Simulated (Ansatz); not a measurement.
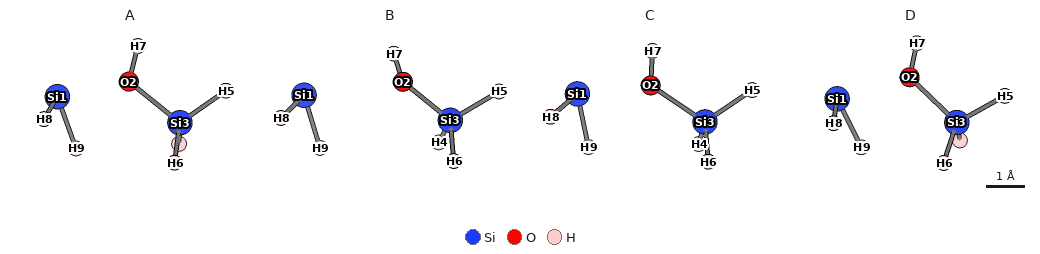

4 geometries from one relaxation of Si2H6O, in shuffled order. Style: ball-and-stick. Shown at a tilt.

The run prepares an end point of a later path (reaction) calculation, from a guessed geometry.

These are results of RKS PBE/def2-SVP (Ansatz 0.2.0), not measurements. Settings: no spin polarisation; force threshold 0.03 eV/Å; at most 50 steps.

**Put them in the order of the run, from the start to the converged end.**

B, C, A, D. They are steps 0, 2, 5, 14, at +12.6 kcal/mol, +5.00 kcal/mol, +1.03 kcal/mol relative to the last. H8 moves most after the best rigid fit: 0.93 Å. By element the largest moves are H 0.93 Å, O 0.58 Å, Si 0.41 Å. Among the contacts that change: Si1–O2 2.859 → 2.056 Å, Si1–Si3 3.976 → 3.247 Å, O2–Si3 1.705 → 1.740 Å, O2–H7 0.992 → 0.975 Å. Among the angles between lasting bonds that change: O2–Si3–H5 110.3° → 105.1°, H4–Si3–H6 110.5° → 113.6°. Groups turn about O2–Si3 by about 25°. The energy falls by 12.6 kcal/mol in 12 accepted moves (14 points after the start). The largest force component goes from 0.85 to 0.02 eV/Å. The line search rejected the trial steps at points 10, 13 of the run. Cost: 17 s on 1 thread of Intel(R) Xeon(R) 6975P-C (Granite Rapids) (shared host), peak memory 0.16 GiB.

Limits of the set-up: the start holds two separate molecules, 2.7 Å apart at their closest, whose relative position is a soft coordinate and is computed without a dispersion correction.
